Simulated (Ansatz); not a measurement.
# Run report: Si₂H₇F, geometry relaxation (part 2 of 2)

Continued. System: Si₂H₇F. Method: RKS PBE-D4/6-31G* (Ansatz 0.2.0). The input holds or restrains some coordinates. It belongs to a series of runs on one base structure; here: pulled along the bonds that form and break, towards end B.

Geometry of the input (Å):
```
Si 0.0000  0.0000  0.0000
Si 0.0000  0.0000  2.5700
H  -1.3148  -0.4067  3.0574
H  1.0096  -0.9353  3.0574
H  0.3052  1.3420  3.0574
H  1.3768  0.0000  -0.4862
H  -0.6877  1.1914  -0.4862
H  -0.6877  -1.1914  -0.4862
F  -1.7936  0.0000  0.5960
H  -1.3834  0.0000  1.7088
```

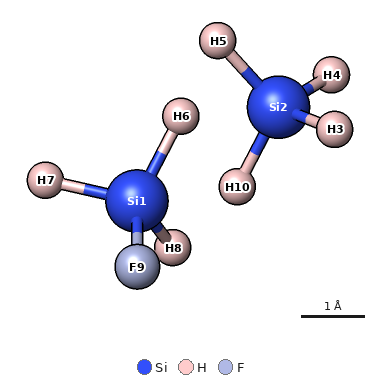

Figure 1. The geometry at step 10 of the log (ball-and-stick view, seen at a tilt; atoms are numbered from 1 in the order of the input).

## Trajectory as extended XYZ, continued
```
10
Properties=species:S:1:pos:R:3:forces:R:3 step=3 energy=-18568.98260
Si   -0.1739    0.0011   -0.3032   -0.5666   0.0585   1.0111
Si    0.0133    0.0148    2.8929    0.4541   0.2548  -0.5514
H    -1.3693   -0.4195    3.1246   -0.9954  -0.3589   2.1160
H     1.0354   -0.9810    3.0825    0.4000  -0.8618  -0.0286
H     0.3092    1.3977    3.0965    0.1066   1.0825   0.5808
H     1.3750   -0.0002   -0.4628   -0.4033  -0.0022   0.7870
H    -0.6757    1.2899   -0.5599    0.6994   2.3462  -1.4778
H    -0.6751   -1.2899   -0.5590    0.6957  -2.3222  -1.4300
F    -1.8155    0.0075    0.2613   -1.0825  -0.0342   1.4055
H    -1.1990   -0.0203    2.0156    0.6919  -0.1625  -2.4127
10
Properties=species:S:1:pos:R:3:forces:R:3 step=4 energy=-18570.35141
Si   -0.3129    0.0041   -0.3724    0.4084  -0.0105   0.0710
Si    0.0187    0.0246    3.0282   -0.7997  -0.2702  -0.0147
H    -1.3934   -0.4242    3.3180    0.0833  -0.1337   2.1388
H     1.0486   -1.0215    3.0587    0.1825  -0.2210  -0.0569
H     0.3134    1.4455    3.1399    0.2209   0.5180   0.4206
H     1.2937   -0.0001   -0.3686   -0.9434   0.0164   0.8072
H    -0.6106    1.4065   -0.6816    0.7575   0.8711  -1.0958
H    -0.6095   -1.4031   -0.6737    0.7405  -0.8316  -1.0547
F    -1.8777    0.0097    0.1130   -1.3731  -0.0193   1.3218
H    -1.0458   -0.0414    2.0268    0.7230   0.0810  -2.5372
10
Properties=species:S:1:pos:R:3:forces:R:3 step=5 energy=-18571.51014
Si   -0.3766    0.0048   -0.3685    0.4281  -0.0077  -0.5743
Si   -0.0113    0.0170    3.0532   -1.1675  -0.2683  -0.1835
H    -1.3850   -0.4345    3.5131    0.5163   0.0483   1.5136
H     1.0509   -1.0231    3.0602    0.0560   0.0563   0.0487
H     0.3255    1.4542    3.1788    0.1929   0.0646   0.3684
H     1.2168    0.0017   -0.2898   -0.8308   0.0170   0.9659
H    -0.5530    1.4408   -0.7753    0.5089   0.0602  -0.7854
H    -0.5538   -1.4354   -0.7651    0.4939  -0.0453  -0.7647
F    -1.9476    0.0110    0.0690   -0.9490  -0.0049   1.1576
H    -0.9416   -0.0365    1.9128    0.7511   0.0798  -1.7463
10
Properties=species:S:1:pos:R:3:forces:R:3 step=6 energy=-18572.44465
Si   -0.4342    0.0052   -0.3795    0.7582   0.0084  -0.9962
Si   -0.0583    0.0047    3.0390   -0.7205  -0.1114   0.0550
H    -1.3450   -0.4351    3.7040    0.5440   0.1302   0.7526
H     1.0513   -1.0030    3.0767   -0.0881   0.1476   0.0486
H     0.3475    1.4376    3.2293    0.0437  -0.2124   0.2167
H     1.1270    0.0042   -0.1419   -0.7991   0.0145   0.9211
H    -0.5126    1.4366   -0.8837    0.3066  -0.3257  -0.6018
H    -0.5155   -1.4303   -0.8719    0.2986   0.3213  -0.5905
F    -2.0046    0.0129    0.0345   -0.7752   0.0027   1.1080
H    -0.8311   -0.0328    1.7818    0.4317   0.0248  -0.9133
10
Properties=species:S:1:pos:R:3:forces:R:3 step=7 energy=-18573.02990
Si   -0.4722    0.0067   -0.3946    0.8785   0.0115  -1.2493
Si   -0.0871   -0.0030    3.0222   -0.2850  -0.0338   0.4675
H    -1.2924   -0.4223    3.8203    0.3463   0.0940   0.3884
H     1.0433   -0.9857    3.0871   -0.0721   0.0872   0.0147
H     0.3551    1.4128    3.2639   -0.0045  -0.1722   0.0907
H     1.0274    0.0070    0.0258   -0.7345   0.0195   0.7000
H    -0.4809    1.3973   -1.0050    0.1763  -0.4047  -0.4569
H    -0.4845   -1.3901   -0.9900    0.1729   0.3961  -0.4473
F    -2.0339    0.0157    0.0445   -0.5363   0.0089   1.0085
H    -0.7504   -0.0384    1.7143    0.0585  -0.0065  -0.5164
10
Properties=species:S:1:pos:R:3:forces:R:3 step=8 energy=-18573.39977
Si   -0.4655    0.0204   -0.4090    0.7052   0.1144  -1.4078
Si   -0.1026   -0.0196    3.0126   -0.3161  -0.0557   0.6139
H    -1.1904   -0.4108    3.9824    0.3942   0.1171   0.2835
H     1.0404   -0.9870    3.0112   -0.0424   0.0442  -0.0052
H     0.3633    1.3987    3.1818   -0.0053  -0.1350   0.0463
H     0.9414    0.0452    0.2021   -0.6218   0.0214   0.5740
H    -0.4111    1.3524   -1.1345    0.1356  -0.4218  -0.2959
H    -0.4224   -1.3418   -1.0656    0.1412   0.3314  -0.2832
F    -2.0289    0.0542    0.0219   -0.3268   0.0261   0.8743
H    -0.8997   -0.1116    1.7856   -0.0636  -0.0420  -0.3998
10
Properties=species:S:1:pos:R:3:forces:R:3 step=9 energy=-18573.69307
Si   -0.4753    0.0334   -0.4367    0.9405   0.1230  -1.3327
Si   -0.1143   -0.0306    3.0011   -0.2688  -0.1151   1.0209
H    -1.1086   -0.3914    4.0863    0.3743   0.1114   0.0695
H     1.0377   -0.9843    2.9940    0.0040   0.0006  -0.0490
H     0.3639    1.3811    3.1646    0.0021  -0.0454  -0.0602
H     0.8323    0.0619    0.3623   -0.6442   0.0703   0.1415
H    -0.3682    1.3020   -1.2525    0.1190  -0.3096  -0.1306
H    -0.3814   -1.2908   -1.1472    0.0985   0.1913  -0.1450
F    -2.0265    0.0822    0.0136   -0.3423   0.0380   0.7458
H    -0.9353   -0.1636    1.8028   -0.2831  -0.0646  -0.2602
10
Properties=species:S:1:pos:R:3:forces:R:3 step=10 energy=-18573.91598
Si   -0.4592    0.0537   -0.4564    0.9004   0.2007  -1.2184
Si   -0.1443   -0.0554    2.9878   -0.3000  -0.1630   1.2478
H    -0.9841   -0.3650    4.2332    0.4262   0.1374  -0.2803
H     1.0259   -0.9871    2.9325   -0.0198  -0.0268  -0.0829
H     0.3520    1.3586    3.0738   -0.0599  -0.0391  -0.1438
H     0.7323    0.1181    0.4933   -0.5301   0.0588  -0.0639
H    -0.2924    1.2534   -1.3560    0.0888  -0.1935   0.0029
H    -0.3252   -1.2485   -1.1897    0.0744   0.0403   0.0048
F    -2.0041    0.1360   -0.0007   -0.3581   0.0478   0.5673
H    -1.0767   -0.2638    1.8705   -0.2219  -0.0626  -0.0335
10
Properties=species:S:1:pos:R:3:forces:R:3 step=11 energy=-18574.05425
Si   -0.4407    0.1068   -0.4606    0.8103   0.0336  -0.9112
Si   -0.1709   -0.1091    2.9742   -0.1247  -0.1195   1.1045
H    -0.9127   -0.4114    4.2772    0.3214   0.0931  -0.3064
H     1.0165   -1.0130    2.8539   -0.0081  -0.0283  -0.0418
H     0.2960    1.3155    3.0069   -0.0468  -0.0180  -0.0941
H     0.6865    0.3003    0.5395   -0.3876   0.1040  -0.1454
H    -0.2465    1.1607   -1.5271    0.0388  -0.2275   0.0882
H    -0.3024   -1.2900   -1.0010    0.0272   0.1111   0.0119
F    -1.9647    0.2822    0.0360   -0.3944   0.1743   0.3039
H    -1.1367   -0.3420    1.8894   -0.2362  -0.1227  -0.0095
10
Properties=species:S:1:pos:R:3:forces:R:3 step=12 energy=-18574.15902
Si   -0.4071    0.1459   -0.4542    0.1251  -0.0307  -0.7262
Si   -0.2100   -0.1603    2.9666    0.4276   0.0824   0.3170
H    -0.7974   -0.4338    4.2962   -0.1434  -0.0916   0.3726
H     0.9941   -1.0384    2.7875   -0.0436   0.0056  -0.0537
H     0.2293    1.2742    2.9306   -0.0570  -0.0345  -0.0546
H     0.6178    0.4798    0.5629    0.1830   0.0928   0.1412
H    -0.1859    1.0289   -1.6406    0.0409   0.0276  -0.0647
H    -0.2801   -1.2849   -0.8659    0.0300  -0.0764   0.0562
F    -1.9099    0.4221    0.0721   -0.3745   0.1602   0.0126
H    -1.2264   -0.4334    1.9332   -0.1881  -0.1354  -0.0005
10
Properties=species:S:1:pos:R:3:forces:R:3 step=13 energy=-18574.18462
Si   -0.3978    0.1613   -0.4489    0.4356  -0.0856  -0.4685
Si   -0.2226   -0.1751    2.9604    0.3855   0.0125   0.3858
H    -0.7612   -0.5467    4.2996   -0.0606  -0.0499   0.1670
H     0.9514   -1.0588    2.6500   -0.0400   0.0272  -0.0048
H     0.2309    1.2535    2.9914   -0.0184  -0.0198   0.0045
H     0.6061    0.6521    0.5458    0.0451   0.0205  -0.0390
H    -0.1796    0.9028   -1.7334   -0.0034  -0.0204  -0.0157
H    -0.2318   -1.3125   -0.6741    0.0190   0.0460   0.0399
F    -1.8978    0.4672    0.0578   -0.5403   0.2031  -0.0819
H    -1.2732   -0.3436    1.9397   -0.2226  -0.1337   0.0128
10
Properties=species:S:1:pos:R:3:forces:R:3 step=14 energy=-18574.19866
Si   -0.3767    0.1825   -0.4436    0.5332  -0.1263  -0.4589
Si   -0.2433   -0.1951    2.9605    0.3195  -0.0123   0.5218
H    -0.7418   -0.6521    4.2997    0.0008  -0.0050  -0.0052
H     0.8881   -1.0816    2.5330   -0.0041   0.0057   0.0064
H     0.2464    1.2172    3.0700    0.0073  -0.0169   0.0169
H     0.6341    0.8285    0.4568   -0.0387  -0.0081  -0.0143
H    -0.2180    0.7565   -1.8195    0.0176  -0.0069  -0.0053
H    -0.1550   -1.3005   -0.4900    0.0074   0.0520   0.0260
F    -1.8760    0.4986    0.0516   -0.6238   0.2253  -0.0799
H    -1.3334   -0.2540    1.9699   -0.2192  -0.1074  -0.0075
10
Properties=species:S:1:pos:R:3:forces:R:3 step=15 energy=-18574.19517 accepted=F
Si   -0.3854    0.1955   -0.4421    0.7586  -0.2645  -0.4585
Si   -0.2384   -0.2072    2.9573    0.3286  -0.0120   0.4583
H    -0.7532   -0.7427    4.2638   -0.0103   0.0190  -0.0632
H     0.8652   -1.1033    2.4687   -0.0457   0.0543   0.0316
H     0.2971    1.1811    3.1679   -0.0027  -0.0839   0.0066
H     0.5900    0.9683    0.4191   -0.1426  -0.1226  -0.1703
H    -0.2255    0.6379   -1.8861   -0.0155  -0.1114   0.3090
H    -0.1090   -1.2970   -0.3193   -0.0700   0.4233  -0.0722
F    -1.8972    0.5176    0.0110   -0.6255   0.1902  -0.1366
H    -1.3191   -0.1500    1.9479   -0.1748  -0.0924   0.0952
10
Properties=species:S:1:pos:R:3:forces:R:3 step=16 energy=-18574.20327
Si   -0.3827    0.1849   -0.4450    0.6111  -0.1314  -0.4670
Si   -0.2400   -0.1973    2.9587    0.3426  -0.0082   0.5545
H    -0.7537   -0.6999    4.2764    0.0027  -0.0030  -0.0168
H     0.8707   -1.0940    2.4967   -0.0258   0.0117  -0.0014
H     0.2923    1.1942    3.1387   -0.0095  -0.0414  -0.0046
H     0.6028    0.9036    0.4328   -0.0580  -0.0332  -0.0419
H    -0.2214    0.6937   -1.8522   -0.0079  -0.0408   0.0870
H    -0.1195   -1.2959   -0.4117   -0.0173   0.1268   0.0084
F    -1.8921    0.4902    0.0260   -0.6289   0.2022  -0.1087
H    -1.3320   -0.1794    1.9680   -0.2089  -0.0827  -0.0094
```

## Summary

| quantity | value |
| --- | --- |
| outcome | converged under the restraints of the input |
| total energy | −18574.2033 eV |
| mean-field energy | −18574.0406 eV |
| largest force (length of the vector) at the end, held atoms and coordinates included | 0.780 eV/Å |
| hardware | 1 thread of Arm Neoverse V2, 24 GiB of memory available, shared host |
| wall time | 29 s |
| peak memory | 0.12 GiB |
